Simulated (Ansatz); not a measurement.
# Zinc, dhcp under PBEsol: from relaxation to bulk modulus

Aim: take zinc in the dhcp structure, relax it, solve it on a dense k-mesh, then scale the cell to 7 volumes from 88 to 112 % of the relaxed one and try a fit of the equation of state. Spin polarisation is left out. The k-meshes are 13×13×4 for the relaxation; 18×18×5 for the dense run; 16×16×4 for the volumes.

Computed with Ansatz 0.2.0 (DFT PBEsol, plane waves (420 eV) with PAW, scalar-relativistic; the PAW data stem from PBE, with regenerated cores, unless a step says otherwise).

### 1 The structure to begin with

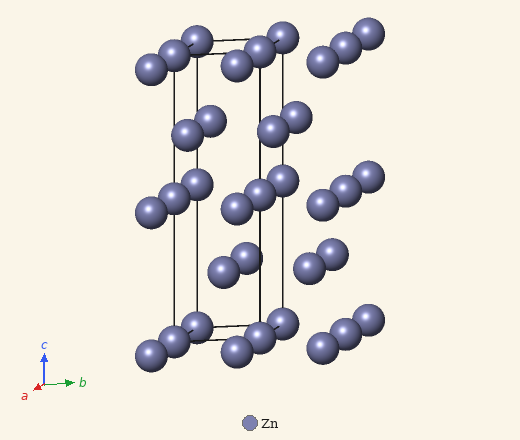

The structure, seen slightly off an axis (zinc blue). 2×2×1 cells are drawn. Any atoms on the faces are drawn again on the opposite ones.

Coordinates:

```xyz
4
Lattice="2.7811 0.0000 0.0000 -1.3906 2.4085 0.0000 0.0000 0.0000 9.0831" Properties=species:S:1:pos:R:3 pbc="T T T"
Zn    0.0000    0.0000    0.0000
Zn    0.0000    0.0000    4.5416
Zn    0.0000    1.6057    2.2708
Zn    1.3906    0.8028    6.8123
```

### 2 Relaxation of the cell

Input file input.yaml:

```yaml
crystal:
  lattice:
    - [2.7811174557, 0.0, 0.0]
    - [-1.3905587278, 2.4085183675, 0.0]
    - [0.0, 0.0, 9.0831296103]
  atoms:
    - { symbol: Zn, position: [0.0, 0.0, 0.0] }
    - { symbol: Zn, position: [0.0, 0.0, 0.5] }
    - { symbol: Zn, position: [0.3333333333, 0.6666666667, 0.25] }
    - { symbol: Zn, position: [0.6666666667, 0.3333333333, 0.75] }
hamiltonian:
  xc: pbesol
  pseudopotentials:
    kind: paw
    azcp:
      Zn: "pseudopotentials/Zn.paw.azcp"
basis:
  ecutwfc: 420
  fft_grid_basis: typed
kpoints:
  mp_grid: { grid: [13, 13, 4], shift: [0, 0, 0] }
magnetization:
  spin_polarized: false
scf:
  occupations: { method: fermi_dirac, width: 0.1 }
relax:
  max_steps: 60
  f_tol: 0.01
  cell: {}
```

The run is started by

```
ansatz run input.yaml --threads 2 --pin off --max-ram 5120MiB --backend cpu --events-out ev --progress --plain --runs-dir out
```

Output:

```text
Warning: <dir> the record states the generating functional pbe (its physics header spells it `PBE`), which answers neither for hamiltonian.xc's functional nor for the pbesol family's — results may be inconsistent (PPs are generated against a specific XC)
Warning: RAYON_NUM_THREADS=2 ignored (pool sized by the plan → 2); use --threads N
Engine: ansatz 0.2.0, x86_64-unknown-linux-gnu
Pseudopotentials: kind: paw
Pseudopotential: Zn, paw, valence charge 12, recommended cutoff 420 eV (normal), <dir>
Functional definition: PBEsol
  exchange = pbesol_x
  correlation = pbesol_c
Crystal: 4 atoms, lattice volume = 60.842 Å³
Basis set: ecut = 420 eV, 1195 PW (Γ), exchange–correlation on 40×40×128 points (8 copies of the dense FFT grid, shifted against one another)
Bands: 29, of which v1, the nominal top of the filled ones, is band 24 counted from 1 (23 counted from 0)
Symmetry: 24 space group operations
Space group: P63/mmc (ITA 194), of the structure as read, at distance tolerance 3.9e-5 Å
k-points: 63 of 676
Non-local potential: Zn, projectors of the file, l = 0: 2, l = 1: 2, l = 2: 3, l = 3: 1
PAW form: soft (Blöchl's): semilocal exchange-correlation on the pseudo side does not see the compensation charge
PAW frozen core: Zn, regenerated for the run's functional, and the local potential with it (the file was generated under x = pbe(κ = 0.804, μ = 0.2195149727645171), c = pbe(β = 0.06672455060314922))
PAW one-centre angular grid: Zn, 590 points (default); XC on 64 Gauss nodes
Initial density: superposition of atomic densities (neutral atoms: chi_scale 0, normalization atom), corrected by the library's trained network
Initial wavefunctions: pseudopotential atomic-orbital guess
Functional: x = pbesol(κ = 0.804, μ = 0.12345679012345678), c = pbesol(β = 0.046)
SCF iter   1: F=—  HF=-13123.446212 eV  |F-HF|=—  |Δ(HF+E_count)|=         —  Δρ=4.29e-3  dr2=5.82e-3  ethr=1.77e-3  ⟨swp⟩=6.0  Hψ=7633  notcnv=0
preconditioner: auto → Kerker (q_TF=auto, 2.623 Å⁻¹)  [metal: Δε(μ)=0.015 eV  Ē_g=11.158 eV  σ=0.100 eV  W_gap=0.04  n_scr=12 (ndim 8)  ℏωp=33.0 eV  f_vac=0.000  D(μ)=1.73/eV (n_scr^D=6)]
SCF iter   2: F=—  HF=-13123.445530 eV  |F-HF|=—  |Δ(HF+E_count)|=   6.81e-4  Δρ=6.44e-4  dr2=4.05e-4  ethr=1.21e-5  ⟨swp⟩=2.0  Hψ=3732  notcnv=0
SCF iter   3: F=—  HF=-13123.445246 eV  |F-HF|=—  |Δ(HF+E_count)|=   2.84e-4  Δρ=8.61e-4  dr2=4.07e-4  ethr=8.44e-7  ⟨swp⟩=2.0  Hψ=3314  notcnv=0
SCF iter   4: F=—  HF=-13123.445158 eV  |F-HF|=—  |Δ(HF+E_count)|=   8.79e-5  Δρ=1.98e-4  dr2=4.82e-5  ethr=8.44e-7  ⟨swp⟩=2.1  Hψ=3063  notcnv=0
SCF iter   5: F=—  HF=-13123.445132 eV  |F-HF|=—  |Δ(HF+E_count)|=   2.62e-5  Δρ=8.59e-5  dr2=4.67e-6  ethr=1.00e-7  ⟨swp⟩=3.0  Hψ=3311  notcnv=0
SCF iter   6: F=—  HF=-13123.445132 eV  |F-HF|=—  |Δ(HF+E_count)|=   5.45e-7  Δρ=2.99e-5  dr2=2.86e-7  ethr=9.73e-9  ⟨swp⟩=2.2  Hψ=3113  notcnv=0
SCF iter   7: F=-13123.445131 eV  HF=-13123.445131 eV  |F-HF|=1.61e-8  |Δ(HF+E_count)|=   1.86e-7  Δρ=7.70e-6  dr2=2.43e-8  ethr=2.08e-10  ⟨swp⟩=4.9  Hψ=7535  notcnv=0
SCF 1 converged in 7 iterations: F = -13123.445131 eV  dr2 = 2.43e-8
relax step   1: F+E_penalty+E_count = -13123.44513139 eV  Δ(F+E_penalty+E_count) = +0.000e0 eV  max|allowed force component| = 1.203e-16 eV/Å  Δτ_max = 0.0000 Å  P = -5.478 GPa  Ω = 60.842 Å³  (7 SCF iters, dr2 threshold 1.00e-7 eV, accepted)
Crystal: 4 atoms, lattice volume = 57.217 Å³
Basis set: ecut = 420 eV, 1127 PW (Γ), exchange–correlation on 40×40×128 points (8 copies of the dense FFT grid, shifted against one another)
Initial density: handed on by an earlier stage of this run
Initial wavefunctions: those handed on with the density
iter 1 solved again at ethr=4.17e-5 eV; its pass at ethr=3.10e-3 eV (dr2=2.00e-2 eV) is discarded
SCF iter   1: F=—  HF=-13123.538221 eV  |F-HF|=—  |Δ(HF+E_count)|=         —  Δρ=7.32e-3  dr2=2.07e-2  ethr=4.17e-5  ⟨swp⟩=1.1  Hψ=9621  notcnv=0
preconditioner: auto → none  [metal: Δε(μ)=0.091 eV  Ē_g=11.456 eV  σ=0.100 eV  W_gap=0.21  n_scr=6 (ndim 8)  ℏωp=34.0 eV  f_vac=0.000  D(μ)=1.67/eV (n_scr^D=6)]
SCF iter   2: F=—  HF=-13123.533802 eV  |F-HF|=—  |Δ(HF+E_count)|=   4.42e-3  Δρ=3.16e-3  dr2=2.42e-3  ethr=4.17e-5  ⟨swp⟩=2.0  Hψ=3619  notcnv=0
SCF iter   3: F=—  HF=-13123.531453 eV  |F-HF|=—  |Δ(HF+E_count)|=   2.35e-3  Δρ=8.87e-4  dr2=4.00e-4  ethr=5.04e-6  ⟨swp⟩=2.0  Hψ=3705  notcnv=0
SCF iter   4: F=—  HF=-13123.531287 eV  |F-HF|=—  |Δ(HF+E_count)|=   1.66e-4  Δρ=1.64e-4  dr2=1.15e-5  ethr=8.34e-7  ⟨swp⟩=2.7  Hψ=3565  notcnv=0
SCF iter   5: F=—  HF=-13123.531269 eV  |F-HF|=—  |Δ(HF+E_count)|=   1.80e-5  Δρ=1.05e-4  dr2=3.92e-6  ethr=2.39e-8  ⟨swp⟩=2.0  Hψ=3322  notcnv=0
SCF iter   6: F=-13123.531269 eV  HF=-13123.531270 eV  |F-HF|=2.95e-7  |Δ(HF+E_count)|=   6.27e-7  Δρ=3.13e-5  dr2=2.44e-7  ethr=8.33e-10  ⟨swp⟩=3.3  Hψ=8274  notcnv=0
SCF 2 converged in 6 iterations: F = -13123.531269 eV  dr2 = 2.44e-7
relax step   2: F+E_penalty+E_count = -13123.53126928 eV  Δ(F+E_penalty+E_count) = -8.614e-2 eV  max|allowed force component| = 1.665e-16 eV/Å  Δτ_max = 0.0000 Å  P = -1.295 GPa  Ω = 57.217 Å³  energy of the carried Pulay correction = +2.496e-3 eV  (6 SCF iters, dr2 threshold 4.00e-7 eV, accepted)
Crystal: 4 atoms, lattice volume = 55.826 Å³
Basis set: ecut = 420 eV, 1093 PW (Γ), exchange–correlation on 40×40×128 points (8 copies of the dense FFT grid, shifted against one another)
iter 1 solved again at ethr=9.40e-6 eV; its pass at ethr=3.10e-3 eV (dr2=4.51e-3 eV) is discarded
SCF iter   1: F=—  HF=-13123.552899 eV  |F-HF|=—  |Δ(HF+E_count)|=         —  Δρ=3.47e-3  dr2=4.60e-3  ethr=9.40e-6  ⟨swp⟩=1.6  Hψ=10740  notcnv=0
preconditioner: auto → none  [metal: Δε(μ)=0.094 eV  Ē_g=11.710 eV  σ=0.100 eV  W_gap=0.23  n_scr=6 (ndim 8)  ℏωp=34.4 eV  f_vac=0.000  D(μ)=1.31/eV (n_scr^D=4)]
SCF iter   2: F=—  HF=-13123.551953 eV  |F-HF|=—  |Δ(HF+E_count)|=   9.45e-4  Δρ=1.46e-3  dr2=5.64e-4  ethr=9.40e-6  ⟨swp⟩=2.0  Hψ=3236  notcnv=0
SCF iter   3: F=—  HF=-13123.551516 eV  |F-HF|=—  |Δ(HF+E_count)|=   4.38e-4  Δρ=6.03e-4  dr2=1.54e-4  ethr=1.17e-6  ⟨swp⟩=2.0  Hψ=3322  notcnv=0
SCF iter   4: F=—  HF=-13123.551459 eV  |F-HF|=—  |Δ(HF+E_count)|=   5.63e-5  Δρ=1.55e-4  dr2=9.22e-6  ethr=3.22e-7  ⟨swp⟩=2.7  Hψ=3472  notcnv=0
SCF iter   5: F=—  HF=-13123.551458 eV  |F-HF|=—  |Δ(HF+E_count)|=   1.71e-6  Δρ=6.74e-5  dr2=1.48e-6  ethr=1.92e-8  ⟨swp⟩=2.0  Hψ=3306  notcnv=0
SCF iter   6: F=-13123.551458 eV  HF=-13123.551458 eV  |F-HF|=7.02e-8  |Δ(HF+E_count)|=   1.29e-7  Δρ=2.11e-5  dr2=1.33e-7  ethr=8.33e-10  ⟨swp⟩=5.0  Hψ=7436  notcnv=0
SCF 3 converged in 6 iterations: F = -13123.551458 eV  dr2 = 1.33e-7
relax step   3: F+E_penalty+E_count = -13123.55145774 eV  Δ(F+E_penalty+E_count) = -2.019e-2 eV  max|allowed force component| = 1.897e-16 eV/Å  Δτ_max = 0.0000 Å  P = +0.819 GPa  Ω = 55.826 Å³  energy of the carried Pulay correction = +3.510e-3 eV  (6 SCF iters, dr2 threshold 4.00e-7 eV, accepted)
[... from here on, the SCF cycles and remarks between the steps are left out ...]
relax step   4: F+E_penalty+E_count = -13123.51160088 eV  Δ(F+E_penalty+E_count) = +3.986e-2 eV  max|allowed force component| = 2.776e-16 eV/Å  Δτ_max = 0.0000 Å  P = +8.896 GPa  Ω = 52.512 Å³  energy of the carried Pulay correction = +6.060e-3 eV  (7 SCF iters, dr2 threshold 4.00e-7 eV, rejected (line search))
relax step   5: F+E_penalty+E_count = -13123.58026806 eV  Δ(F+E_penalty+E_count) = -2.881e-2 eV  max|allowed force component| = 1.388e-16 eV/Å  Δτ_max = 0.0000 Å  P = +1.478 GPa  Ω = 55.479 Å³  energy of the carried Pulay correction = +3.789e-3 eV  (9 SCF iters, accepted)
relax step   6: F+E_penalty+E_count = -13123.60651031 eV  Δ(F+E_penalty+E_count) = -2.624e-2 eV  max|allowed force component| = 4.441e-16 eV/Å  Δτ_max = 0.0000 Å  P = +1.542 GPa  Ω = 55.611 Å³  energy of the carried Pulay correction = +3.722e-3 eV  (6 SCF iters, dr2 threshold 4.00e-7 eV, accepted)
relax step   7: F+E_penalty+E_count = -13123.61897525 eV  Δ(F+E_penalty+E_count) = -1.246e-2 eV  max|allowed force component| = 2.174e-16 eV/Å  Δτ_max = 0.0000 Å  P = +0.138 GPa  Ω = 56.777 Å³  energy of the carried Pulay correction = +2.912e-3 eV  (6 SCF iters, dr2 threshold 4.00e-7 eV, accepted)
relax step   8: F+E_penalty+E_count = -13123.61912637 eV  Δ(F+E_penalty+E_count) = -1.511e-4 eV  max|allowed force component| = 1.018e-16 eV/Å  Δτ_max = 0.0000 Å  P = -0.005 GPa  Ω = 56.818 Å³  energy of the carried Pulay correction = +2.880e-3 eV  (4 SCF iters, dr2 threshold 1.91e-7 eV, accepted)
relax step   9: F+E_penalty+E_count = -13123.61809527 eV  Δ(F+E_penalty+E_count) = +1.031e-3 eV  max|allowed force component| = 6.476e-17 eV/Å  Δτ_max = 0.0000 Å  P = -0.014 GPa  Ω = 56.818 Å³  stress off target by 8.35e-2 GPa  SCF on the basis re-selected at this cell (its energy is not comparable with the rows above)  (7 SCF iters)
relax step  10: F+E_penalty+E_count = -13123.61810656 eV  Δ(F+E_penalty+E_count) = -1.130e-5 eV  max|allowed force component| = 2.776e-16 eV/Å  Δτ_max = 0.0000 Å  P = +0.011 GPa  Ω = 56.821 Å³  energy of the carried Pulay correction = -1.165e-5 eV  (4 SCF iters, dr2 threshold 1.74e-8 eV, accepted)
iter 1 solved again at ethr=7.58e-9 eV; its pass at ethr=3.10e-3 eV (dr2=3.64e-6 eV) is discarded
SCF iter   1: F=—  HF=-13123.618115 eV  |F-HF|=—  |Δ(HF+E_count)|=         —  Δρ=1.36e-4  dr2=2.21e-7  ethr=7.58e-9  ⟨swp⟩=3.7  Hψ=13572  notcnv=0
preconditioner: auto → none  [metal: Δε(μ)=0.059 eV  Ē_g=11.706 eV  σ=0.100 eV  W_gap=0.15  n_scr=8 (ndim 8)  ℏωp=34.1 eV  f_vac=0.000  D(μ)=0.68/eV (n_scr^D=4)]
SCF iter   2: F=—  HF=-13123.618121 eV  |F-HF|=—  |Δ(HF+E_count)|=   5.91e-6  Δρ=6.82e-5  dr2=5.64e-8  ethr=4.60e-10  ⟨swp⟩=1.1  Hψ=1831  notcnv=0
SCF iter   3: F=—  HF=-13123.618122 eV  |F-HF|=—  |Δ(HF+E_count)|=   8.37e-7  Δρ=9.07e-6  dr2=4.41e-8  ethr=1.18e-10  ⟨swp⟩=2.0  Hψ=3283  notcnv=0
SCF iter   4: F=-13123.618122 eV  HF=-13123.618122 eV  |F-HF|=3.09e-11  |Δ(HF+E_count)|=   1.42e-8  Δρ=3.27e-7  dr2=2.63e-11  ethr=1.00e-12  ⟨swp⟩=4.7  Hψ=10394  notcnv=0
SCF 11 converged in 4 iterations: F = -13123.618122 eV  dr2 = 2.63e-11
relax step  11: F+E_penalty+E_count = -13123.61812182 eV  Δ(F+E_penalty+E_count) = -1.526e-5 eV  max|allowed force component| = 1.850e-16 eV/Å  Δτ_max = 0.0000 Å  P = +0.012 GPa  Ω = 56.821 Å³  stress off target by 1.48e-2 GPa  SCF on the basis re-selected at this cell (its energy is not comparable with the rows above)  (4 SCF iters)
basis re-selected at this cell: Δ(F+E_penalty+E_count) = -1.526e-5 eV, ΔP = +0.001 GPa vs the last step (what re-selecting the basis moved, of the pressure what is left beyond the Pulay correction that the steps carried, after the strain that the cell walked since its last selection, with what the two solves' SCF thresholds leave and, on support functions, any second-order correction that the steps lacked; it is no measure of the basis error at this ecutwfc). This SCF's stress stands 1.48e-2 GPa from its target on what of the cell is left free (relax.cell.stress_tol is 5.00e-2 GPa) and its largest allowed force component is 1.85e-16 eV/Å (relax.f_tol is 1.00e-2 eV/Å): within both
SCF converged after 4 iterations
Free energy (F): -13123.618122 eV
Harris-Foulkes:  -13123.618122 eV  (|F-HF|=3.09e-11)
Internal energy: -13123.595427 eV  (E = F + TS)
E sigma→0 (E₀):  -13123.606774 eV
Entropy (-TS):   -0.022695 eV (-5.674 meV/atom)
Fermi energy:    11.878245 eV
--- Per-component energies (eV) ---
  E_band       = 229.618066
  E_kinetic    = 527.287710
  E_local      = -5972.572661  (includes V_loc(G=0)·N_el)
  E_nonlocal   = 2445.035164
  E_hartree    = 2502.563916
  E_xc         = -547.225326
  E_vxc        = -215.747453  (∫ρ·V_xc dr)
  E_paw        = -7148.739203  (= ΣΔE_a)
  E_vpaw       = -1559.510564  (= ΣTr[D̂ρ^β])
  E_aug_tail   = -0.001478  (compensation charges beyond the density's cutoff)
  E_ewald      = -4933.132968
  E_core_change = 3.189420  (= ΣΔE_core)
  E_smearing   = -0.022695  (= −TS)
  E_closure    = -0.000000  (closes the sum)
  Σ components = -13123.618122   (vs F -13123.618122, Δ=0.00e0)
--- Forces (eV/Å), atoms counted from 1 ---
  atom   1  Zn     0.00000000     0.00000000     0.00000000
  atom   2  Zn     0.00000000    -0.00000000     0.00000000
  atom   3  Zn     0.00000000     0.00000000     0.00000000
  atom   4  Zn    -0.00000000    -0.00000000     0.00000000
  max |Σ_I F_I| component: 3.70e-17 eV/Å
--- Stress (GPa, compression-positive) ---
        0.014787       0.000000       0.000000
        0.000000       0.014787       0.000000
        0.000000       0.000000       0.005673
  P = ⅓ Tr σ = 0.0117 GPa (0.117 kbar)
--- Relaxed structure (9 steps of the walk, 8 accepted, 2 SCFs on fresh bases) ---
  F+E_penalty+E_count = -13123.61812182 eV   max|allowed force component| = 1.850e-16 eV/Å   (the final SCF, on the basis selected at the relaxed cell)
  cell:  # Å, volume = 56.8208 Å³
    - [2.6064618725939637, -2.7054626029137038e-11, 0.0]
    - [-1.303230936273552, 2.257262195675459, 0.0]
    - [0.0, 0.0, 9.657701276100422]
  atoms:
    - { symbol: Zn, position: [-4.313850367440256e-34, 3.7482780844652697e-35, -6.184317423765032e-36] }
    - { symbol: Zn, position: [-6.8358109761310125e-34, -1.0911653981545535e-34, 0.5] }
    - { symbol: Zn, position: [0.3333333333333333, 0.6666666666666667, 0.25] }
    - { symbol: Zn, position: [0.6666666666666667, 0.33333333333333337, 0.7500000000000001] }
```

Wall time 14 s (2 threads of AMD EPYC 9R45 (Zen 5), shared host); peak memory 0.52 GiB.

Step by step:

```
step  energy change (meV/atom)  largest force (eV/Å)  pressure (GPa)  volume (Å³/atom)  accepted
   1                      0.00                0.0000           -5.48            15.211       yes
   2                    -21.53                0.0000           -1.30            14.304       yes
   3                    -26.58                0.0000            0.82            13.956       yes
   4                    -16.62                0.0000            8.90            13.128        no
   5                    -33.78                0.0000            1.48            13.870       yes
   6                    -40.34                0.0000            1.54            13.903       yes
   7                    -43.46                0.0000            0.14            14.194       yes
   8                    -43.50                0.0000           -0.01            14.204       yes
   9                    -43.24                0.0000           -0.01            14.204       yes
  10                    -43.24                0.0000            0.01            14.205       yes
  11                    -43.25                0.0000            0.01            14.205       yes
```

Steps that repeat a cell are solved on a basis chosen anew, so their changes of energy are no gain of the relaxation.

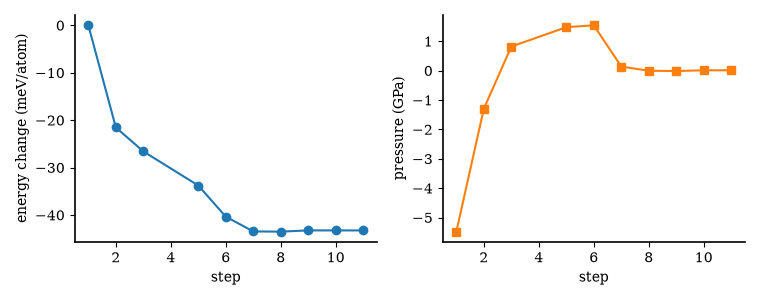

Energy and pressure over the accepted steps.

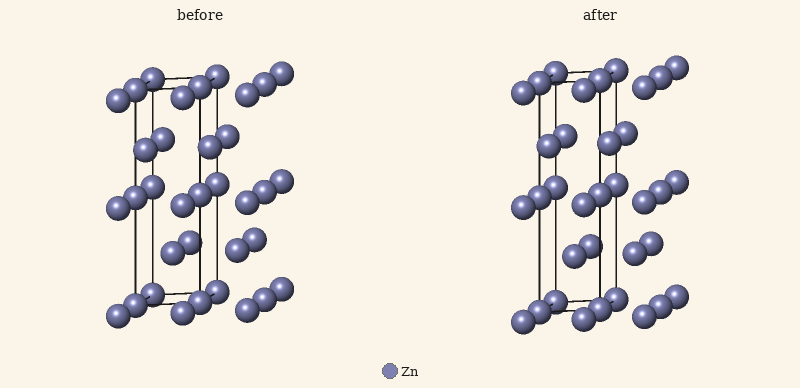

The structure before (left) and after (right), drawn at the same scale. The cells drawn are those of the first picture.

Changes in the cell that was computed:

|  | before | after | change |
| --- | --- | --- | --- |
| a (Å) | 2.781 | 2.606 | -6.3 % |
| b (Å) | 2.781 | 2.606 | -6.3 % |
| c (Å) | 9.083 | 9.658 | +6.3 % |
| volume (Å³/atom) | 15.211 | 14.205 | -6.6 % |
| shortest distance (Å) | 2.781 | 2.606 | -6.3 % |
| space group (spins left aside) | P6_3/mmc | P6_3/mmc | same |

### 3 Single point on a dense mesh

Input file input.yaml:

```yaml
crystal:
  lattice:
    - [2.6064618726, 0.0, 0.0]
    - [-1.3032309363, 2.2572621957, 0.0]
    - [0.0, 0.0, 9.6577012761]
  atoms:
    - { symbol: Zn, position: [1.0, 0.0, 1.0] }
    - { symbol: Zn, position: [1.0, 1.0, 0.5] }
    - { symbol: Zn, position: [0.3333333333, 0.6666666667, 0.25] }
    - { symbol: Zn, position: [0.6666666667, 0.3333333333, 0.75] }
hamiltonian:
  xc: pbesol
  pseudopotentials:
    kind: paw
    azcp:
      Zn: "pseudopotentials/Zn.paw.azcp"
basis:
  ecutwfc: 420
  fft_grid_basis: typed
kpoints:
  mp_grid: { grid: [18, 18, 5], shift: [0, 0, 0] }
magnetization:
  spin_polarized: false
scf:
  occupations: { method: fermi_dirac, width: 0.1 }
```

The run is started by

```
ansatz run input.yaml --threads 2 --pin off --max-ram 5120MiB --backend cpu --events-out ev --progress --plain --runs-dir out
```

Output (excerpt; [...] marks lines left out):

```text
Warning: <dir> the record states the generating functional pbe (its physics header spells it `PBE`), which answers neither for hamiltonian.xc's functional nor for the pbesol family's — results may be inconsistent (PPs are generated against a specific XC)
Warning: RAYON_NUM_THREADS=2 ignored (pool sized by the plan → 2); use --threads N
[...]
Pseudopotentials: kind: paw
Pseudopotential: Zn, paw, valence charge 12, recommended cutoff 420 eV (normal), <dir>
Functional definition: PBEsol
[...]
Crystal: 4 atoms, lattice volume = 56.821 Å³
Basis set: ecut = 420 eV, 1131 PW (Γ)
Bands: 28, of which v1, the nominal top of the filled ones, is band 24 counted from 1 (23 counted from 0)
Symmetry: 24 space group operations
Space group: P63/mmc (ITA 194), of the structure as read, at distance tolerance 3.8e-5 Å
k-points: 111 of 1620
[...]
SCF iter   1: F=—  HF=-13123.598635 eV  |F-HF|=—  |Δ(HF+E_count)|=         —  Δρ=5.53e-3  dr2=9.79e-3  ethr=1.77e-3  ⟨swp⟩=5.6  Hψ=12587  notcnv=0
[...]
SCF iter   7: F=-13123.595985 eV  HF=-13123.595985 eV  |F-HF|=3.03e-9  |Δ(HF+E_count)|=   4.76e-7  Δρ=5.73e-6  dr2=9.69e-9  ethr=2.08e-10  ⟨swp⟩=3.4  Hψ=9353  notcnv=0
[...]
SCF converged after 7 iterations
Free energy (F): -13123.595985 eV
[...]
E sigma→0 (E₀):  -13123.583454 eV
Entropy (-TS):   -0.025061 eV (-6.265 meV/atom)
Fermi energy:    11.976489 eV
[...]
```

Run time: 1.5 s. Hardware: 2 threads of AMD EPYC 9R45 (Zen 5), shared host; peak memory 0.52 GiB.

(Part 1 of 2 ends here.)
